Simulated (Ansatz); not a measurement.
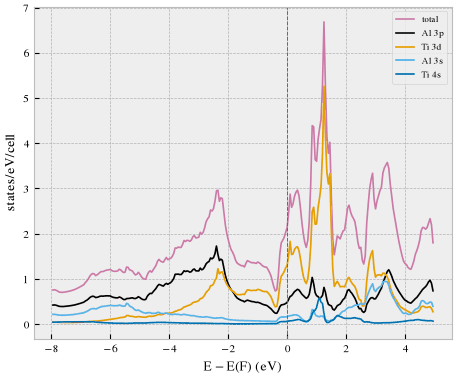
Total and projected density of states of TiAl₃ (Cu3Au type, Pm-3m), plane-wave PAW r²SCAN (Ansatz code)

Q: Which orbitals carry the states next to the Fermi level?

A: Within 0.5 eV of the Fermi level: Ti 3d 58 %, Al 3p 25 %, Al 3s 7 %, outside the projected shells 5 %. Projections are on Löwdin-orthogonalised atomic valence shells; empty p or d shells of many metals are not among them.

Q: Where is the tallest occupied peak in this window, and what makes it?

A: Near -2.3 eV, about 3.0 states/eV per cell; the largest projected share is Al 3p.

The first step of the workflow began from a Materials Project structure, measured or hypothetical; the Crystallography Open Database copy checked does not list it. With Ti and Al taken as one species the cell has the higher symmetry Fm-3m, so it may be an ordered model of a mixed-site phase. Whether it is the stable phase at ambient conditions was not checked. The r²SCAN relaxation kept the symmetry of its start; whether a distortion lowers the energy is not shown. No spin polarisation was allowed.

Potentials: the later of the program's two PAW sets.
